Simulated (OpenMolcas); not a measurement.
**triplet BGeSiH4F: levels of theory compared**

Aim: a comparison of 6 runs (UHF/STO-3G, UB3LYP/6-31G*, UBLYP/def2-SVP, UM06-2X/def2-SVP, UM06-L/def2-SVP, ROMP2/def2-SVP) of triplet BGeSiH4F. 

The results are computed with OpenMolcas 26.06.

## (1) Starting point

BGeSiH4F: 8 atoms, total charge 0, spin state triplet. SMILES of the parent species: `F[SiH]1[BH][GeH2]1`. The coordinates come from a PBE0-D4/def2-TZVP relaxation. That shape belongs to the parent species and isn't relaxed for this state.

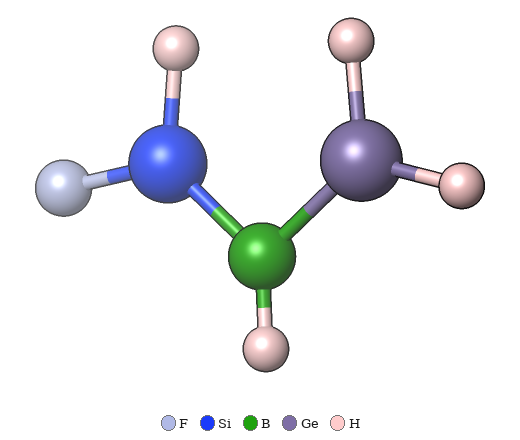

The structure, seen from a chosen angle (fluorine light blue, silicon blue, boron green, germanium purple, hydrogen pink).

## (2) A single-point energy at UHF/STO-3G (run 1)

Contents of mol.input:

```
* BFGeH4Si Hartree-Fock
&GATEWAY
BasLib = $CurrDir
Coord
8
angstrom
F       -2.802200      -0.097000       1.042600
Si      -1.254200      -0.152100       0.669600
B       -0.400100       0.469700      -0.853200
Ge       1.417000      -0.002300      -0.444500
H       -0.596000      -0.820500       1.814600
H       -0.786100       1.014100      -1.834400
H        1.843400      -0.708900       0.852500
H        2.670300       0.239800      -1.303100
Basis = STO-3G
Group = NoSym
&SEWARD
&SCF
UHF
Spin = 3
Thresholds = 1e-10 1e-07 1e-07 1e-05
PrOrbitals = 1 2
```

The basis set STO-3G is read from a file made from the Basis Set Exchange's data (not shown).

The run is started by

```
$ export MOLCAS_MEM=1860
$ pymolcas mol.input > mol.log
```

Standard output:

```text
--- Start Module: gateway ---
[...]
--- Stop Module: gateway /rc=_RC_ALL_IS_WELL_ ---
--- Start Module: seward ---
[...]
      Basis functions           41
--- Stop Module: seward /rc=_RC_ALL_IS_WELL_ ---
[...]
--- Start Module: scf ---
[...]
       Convergence after  19 Iterations
[...]
::    Total SCF energy                              -2461.9741673323
[...]
      Total spin, S                                     1.0071253394
[...]
      Total electronic charge=   64.000000
      Total            charge=   -0.000000
[...]
      Dipole Moment (debye):
      Origin of the operator (angstrom)=    0.1116   -0.0101   -0.0308
                   X=  5.7678E-01               Y= -1.0097E-01               Z=  9.9645E-03           Total=  5.8564E-01
      Quadrupole Moment (debye*angstrom):
[...]
--- Stop Module: scf /rc=_RC_ALL_IS_WELL_ ---
[...]
```

Run time: 3.3 s. Hardware: 1 thread of Intel Xeon Platinum 8259CL at 2.50GHz (Skylake/Cascade Lake), shared host; peak memory 0.38 GiB.

## (3) A single-point energy at UB3LYP/6-31G(d) (spherical functions) (run 2)

Contents of input.xyz:

```xyz
8

F     -2.802200    -0.097000     1.042600
Si    -1.254200    -0.152100     0.669600
B     -0.400100     0.469700    -0.853200
Ge     1.417000    -0.002300    -0.444500
H     -0.596000    -0.820500     1.814600
H     -0.786100     1.014100    -1.834400
H      1.843400    -0.708900     0.852500
H      2.670300     0.239800    -1.303100
```

Contents of calc.inp:

```
&GATEWAY
  BASLIB = $CurrDir
  COORD = input.xyz
  BASIS = 6-31Gs
  GROUP = NoSym

&SEWARD
  GRIDINPUT
  Grid=UltraFine
  End of Grid

&SCF
  UHF
  SPIN = 3
  KSDFT = B3LYP
  THRESHOLDS = 1e-10 1e-07 1e-07 1e-05
  PRORBITALS = 1 1
```

The basis set 6-31G* is read from a file made from the Basis Set Exchange's data (not shown).

The run is started by

```
$ export MOLCAS_MEM=1860
$ pymolcas calc.inp > calc.log
```

Standard output:

```text
--- Start Module: gateway ---
[...]
--- Stop Module: gateway /rc=_RC_ALL_IS_WELL_ ---
--- Start Module: seward ---
[...]
      Basis functions           86
--- Stop Module: seward /rc=_RC_ALL_IS_WELL_ ---
[...]
--- Start Module: scf ---
[...]
       Convergence after  21 Iterations
[...]
::    Total KS-DFT energy                           -2493.2699388796
[...]
      Total spin, S                                     1.0018439542
[...]
      Total electronic charge=   64.000000
      Total            charge=   -0.000000
[...]
      Dipole Moment (debye):
      Origin of the operator (angstrom)=    0.1116   -0.0101   -0.0308
                   X=  5.0653E-01               Y= -1.3650E-01               Z=  1.1380E-01           Total=  5.3680E-01
      Quadrupole Moment (debye*angstrom):
[...]
--- Stop Module: scf /rc=_RC_ALL_IS_WELL_ ---
[...]
```

It took 62 s on 1 thread of Intel Xeon Platinum 8259CL at 2.50GHz (Skylake/Cascade Lake), shared host; peak memory 0.47 GiB.

## (4) The energy at UBLYP/def2-SVP (run 3)

Contents of mol.xyz:

```xyz
8

F     -2.802200    -0.097000     1.042600
Si    -1.254200    -0.152100     0.669600
B     -0.400100     0.469700    -0.853200
Ge     1.417000    -0.002300    -0.444500
H     -0.596000    -0.820500     1.814600
H     -0.786100     1.014100    -1.834400
H      1.843400    -0.708900     0.852500
H      2.670300     0.239800    -1.303100
```

Contents of job.inp:

```
&GATEWAY
  BasLib=$CurrDir
  Coord=mol.xyz
  Basis=def2-SVP
  Group=NoSym

&SEWARD
  GridInput
  Grid=UltraFine
  End of Grid

&SCF
  UHF
  Spin=3
  KSDFT=BLYP
  Thresholds=1e-10 1e-07 1e-07 1e-05
  PrOrbitals=1
```

The basis set def2-SVP is read from a file made from the Basis Set Exchange's data (not shown).

The run is started by

```
$ export MOLCAS_MEM=1860
$ pymolcas job.inp > job.log
```

Standard output:

```text
--- Start Module: gateway ---
[...]
--- Stop Module: gateway /rc=_RC_ALL_IS_WELL_ ---
--- Start Module: seward ---
[...]
      Basis functions           98
--- Stop Module: seward /rc=_RC_ALL_IS_WELL_ ---
[...]
--- Start Module: scf ---
[...]
       Convergence after  25 Iterations
[...]
::    Total KS-DFT energy                           -2493.0741609148
[...]
      Total spin, S                                     1.0015032538
[...]
      Total electronic charge=   64.000000
      Total            charge=   -0.000000
[...]
      Dipole Moment (debye):
      Origin of the operator (angstrom)=    0.1116   -0.0101   -0.0308
                   X=  3.9685E-01               Y= -1.4322E-01               Z=  1.6228E-01           Total=  4.5204E-01
      Quadrupole Moment (debye*angstrom):
[...]
--- Stop Module: scf /rc=_RC_ALL_IS_WELL_ ---
[...]
```

It took 80 s on 1 thread of Intel Xeon Platinum 8259CL at 2.50GHz (Skylake/Cascade Lake), shared host; peak memory 0.55 GiB.

Runs 4 to 5 aren't shown in full; the table further down has their settings and results.

## (5) The energy at ROMP2/def2-SVP (run 6)

Contents of calc.input:

```
>>> EXPORT MOLCAS_PRINT=2

&GATEWAY
 BasLib = $CurrDir
 Coord
 8
 angstrom
 F       -2.802200      -0.097000       1.042600
 Si      -1.254200      -0.152100       0.669600
 B       -0.400100       0.469700      -0.853200
 Ge       1.417000      -0.002300      -0.444500
 H       -0.596000      -0.820500       1.814600
 H       -0.786100       1.014100      -1.834400
 H        1.843400      -0.708900       0.852500
 H        2.670300       0.239800      -1.303100
 Basis = def2-SVP
 Group = NoSym

&SEWARD

&SCF
 UHF
 Spin = 3
 Thresholds = 1e-10 1e-07 1e-07 1e-05
 PrOrbitals = 1 2

&RASSCF
 FileOrb = $Project.UnaOrb
 Spin = 3
 Nactel = 2 0 0
 Inactive = 31
 Ras2 = 2
 OutOrbitals = Canonical
 OrbListing = Nothing

&CASPT2
 IPEA = 0.0
 Frozen = 16
```

The basis set def2-SVP is read from a file made from the Basis Set Exchange's data (not shown).

The run is started by

```
$ export MOLCAS_MEM=1860
$ pymolcas calc.input > calc.log
```

Standard output:

```text
--- Start Module: gateway ---
[...]
--- Stop Module: gateway /rc=_RC_ALL_IS_WELL_ ---
[...]
      Basis functions           98
[...]
       Convergence after  23 Iterations
[...]
::    Total SCF energy                              -2490.2217003725
[...]
      Total spin, S                                     1.0093135118
[...]
--- Start Module: rasscf ---
[...]
      Number of active orbitals                  2
[...]
      Spin quantum number                      1.0
[...]
      Active orbitals                            2
[...]
      Number of CSFs                             1
[...]
      Number of root(s) required                 1
[...]
      Convergence after 10 iterations
[...]
      printout of CI-coefficients larger than  0.05 for root  1
      energy=   -2490.215050
      conf/sym  11     Coeff  Weight
             1  uu   1.00000 1.00000
      Natural orbitals and occupation numbers for root  1
      sym 1:   1.000000   1.000000
      ************************************************************************************************************************
      *                                                    Final results                                                     *
[...]
::    RASSCF root number  1 Total energy:  -2490.21504984
[...]
      Total electronic charge=   64.000000
      Total            charge=   -0.000000
[...]
      Dipole Moment (debye):
      Origin of the operator (angstrom)=    0.1116   -0.0101   -0.0308
                   X=  6.5438E-01               Y= -8.6710E-02               Z= -3.7157E-02           Total=  6.6115E-01
      Quadrupole Moment (debye*angstrom):
[...]
--- Stop Module: rasscf /rc=_RC_ALL_IS_WELL_ ---
[...]
--- Start Module: caspt2 ---
[...]
 ###    WARNING: User changed nr of frozen orbitals.                         ###
 ###############################################################################
[...]
      E2 (Variational):          -0.5842106409
      Total energy:           -2490.7992604831
[...]
      Reference weight:           0.84137
[...]
::    CASPT2 Root  1     Total energy:  -2490.79926048
[...]
--- Stop Module: caspt2 /rc=_RC_ALL_IS_WELL_ ---
[...]
```

It took 28 s on 1 thread of Intel Xeon Platinum 8259CL at 2.50GHz (Skylake/Cascade Lake), shared host; peak memory 0.55 GiB.

## (6) The series

```csv
run,level,integration grid,frozen core orbitals,energy (Eh),dipole moment (D),HOMO energy (eV),⟨S²⟩,wall time
1,UHF/STO-3G,–,–,-2461.974167,0.59,-3.70,2.021,3.3 s
2,UB3LYP/6-31G* (spherical functions),UltraFine,–,-2493.269939,0.54,-4.26,2.006,62 s
3,UBLYP/def2-SVP,UltraFine,–,-2493.074161,0.45,-3.46,2.005,80 s
4,UM06-2X/def2-SVP,UltraFine,–,-2492.996807,0.50,-5.37,2.010,98 s
5,UM06-L/def2-SVP,UltraFine,–,-2492.980607,0.85,-3.72,2.009,2 min
6,ROMP2/def2-SVP,–,16,-2490.799260,–,–,–,28 s
```

## (7) Outcome

| quantity | value |
| --- | --- |
| run 6: total energy | -2490.79926 Eh |

Over runs 1, 2, 3, 4, 5 the dipole moment (its size) runs from 0.45 D (UBLYP/def2-SVP) to 0.85 D (UM06-L/def2-SVP). Totals of different functionals can't be ranked against each other. In run 1 the basis is minimal, so the values are rough. All runs together took 6.5 min, the longest 2 min.
